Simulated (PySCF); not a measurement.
Geometry relaxation of AsH$_{3}$

AsH$_{3}$ (arsine), SMILES [AsH3], computed with PBE0-D3(BJ)/def2-SVP geometry optimisation, gas phase (PySCF 2.14.0).

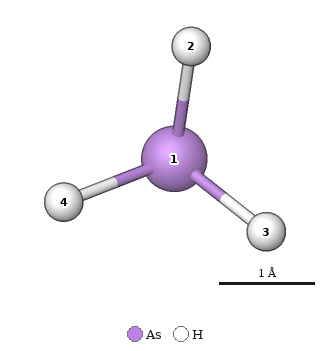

**Figure 1.** The structure as given in the input (ball-and-stick view, seen on its broad side; atoms are numbered from 1 in the order of the input). Bond lengths as drawn: As–H 1.50 to 1.52 Å.

### Results in brief

- outcome: converged
- total energy: −2237.108655 hartree
- dipole moment: 0.50 D
- point group: C3v
- hardware: 1 CPU thread, shared host
- wall time: 2 s
- peak memory: 0.26 GiB

### The input
```
{"job": {"xc": "PBE0", "basis": "def2-SVP", "d3": "d3bj", "grid": 1, "maxiter": 30, "shake": 0.01, "kind": "geom"}, "charge": 0, "multiplicity": 1}
As     0.026160    -0.019300     0.654580
H     -0.157530     1.198560    -0.235080
H     -0.984490    -0.737430    -0.222960
H      1.153850    -0.467210    -0.229540
```

The first line tells a small driver script what to run in PySCF; the rest is the geometry in Å.

Run as:
```bash
OMP_NUM_THREADS=1 python <driver script> task.json out
```

### Log
```
step   0  E = -2237.10777983  max force = 0.007845
step   1  E = -2237.10861650  max force = 0.003501
step   2  E = -2237.10865430  max force = 0.000228
step   3  E = -2237.10865505  max force = 0.000023
optimisation converged
```

### Trajectory as extended XYZ (Å, eV, eV/Å), 4 frames, from step=0 to step=3
```
4
Properties=species:S:1:pos:R:3:forces:R:3 step=0 energy=-60874.80336
As    0.0262   -0.0193    0.6546   -0.3157   0.2008   0.0403
H    -0.1575    1.1986   -0.2351    0.0157   0.2689   0.1025
H    -0.9845   -0.7374   -0.2230   -0.1034  -0.2299   0.0472
H     1.1539   -0.4672   -0.2295    0.4034  -0.2398  -0.1899
4
Properties=species:S:1:pos:R:3:forces:R:3 step=1 energy=-60874.82613
As    0.0463   -0.0302    0.6543    0.0911  -0.0077  -0.1800
H    -0.1410    1.2418   -0.1721    0.0054  -0.0321   0.0481
H    -0.9674   -0.7866   -0.2013    0.0195   0.0026   0.0294
H     1.2106   -0.4874   -0.2342   -0.1159   0.0372   0.1025
4
Properties=species:S:1:pos:R:3:forces:R:3 step=2 energy=-60874.82716
As    0.0484   -0.0296    0.6492   -0.0066   0.0007  -0.0064
H    -0.1401    1.2427   -0.1701   -0.0022   0.0053   0.0036
H    -0.9653   -0.7888   -0.2004   -0.0030  -0.0017   0.0047
H     1.2055   -0.4867   -0.2319    0.0117  -0.0043  -0.0018
4
Properties=species:S:1:pos:R:3:forces:R:3 step=3 energy=-60874.82718
As    0.0485   -0.0297    0.6482   -0.0007   0.0001  -0.0012
H    -0.1409    1.2436   -0.1695   -0.0004  -0.0004   0.0010
H    -0.9660   -0.7894   -0.2000    0.0003   0.0000   0.0010
H     1.2069   -0.4869   -0.2320    0.0008   0.0003  -0.0008
```

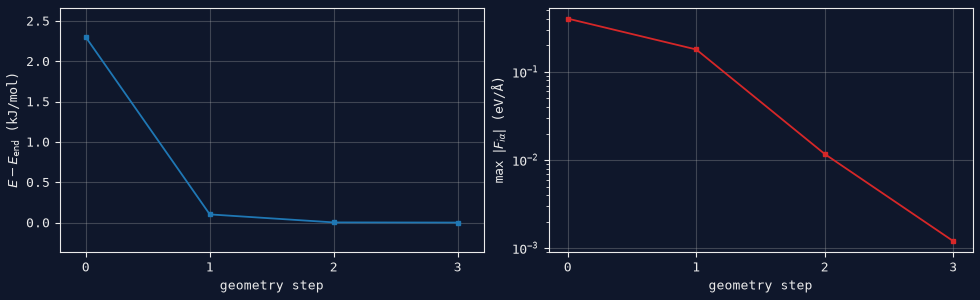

**Figure 2.** Progress of the relaxation, step by step (steps are counted from 0).

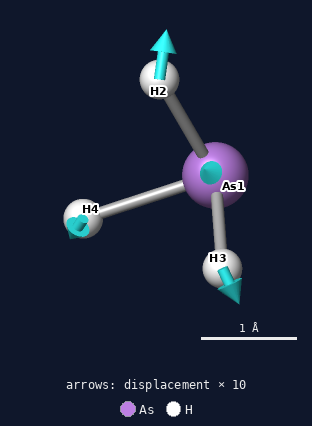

**Figure 3.** The starting structure with the displacements as teal arrows, magnified 10 times (ball-and-stick view, seen at a tilt). The two geometries are laid on each other by the best rigid fit. After 3 geometry steps the energy has fallen by 2.30 kJ/mol. Largest force component: 0.4 eV/Å at the start, 0.0012 eV/Å at the end. H2 moves most after the best rigid fit: 0.054 Å. Largest moves by element: H 0.054 Å, As 0.032 Å. Distances before and after: As1–H4 1.501 → 1.525 Å, As1–H2 1.519 → 1.525 Å. Among the angles that change: H2–As1–H3 87.7° → 92.0°, H2–As1–H4 89.1° → 92.0°. (Atoms are counted from 1 in the order of the input.)
